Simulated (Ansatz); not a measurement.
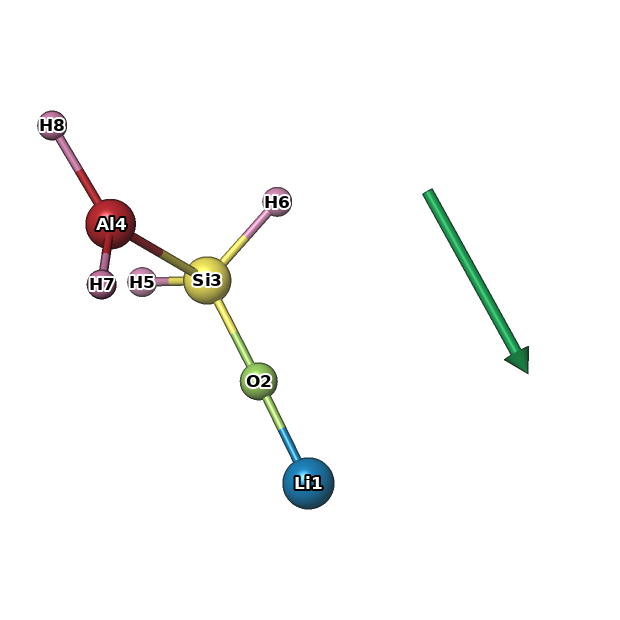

The arrow beside the molecule shows the direction of the dipole moment, from the negative to the positive end (its length means nothing). The computed structure is the end point of a PBE0-D4/def2-TZVP optimisation. No frequency run is at hand to confirm it as a minimum. Properties computed with RKS PBE0-D4/def2-TZVP (Ansatz 0.2.0).

### How large is the dipole moment?

7.62 D; it points from the side of H8 to the side of Li1 (the outermost atoms at the two ends).
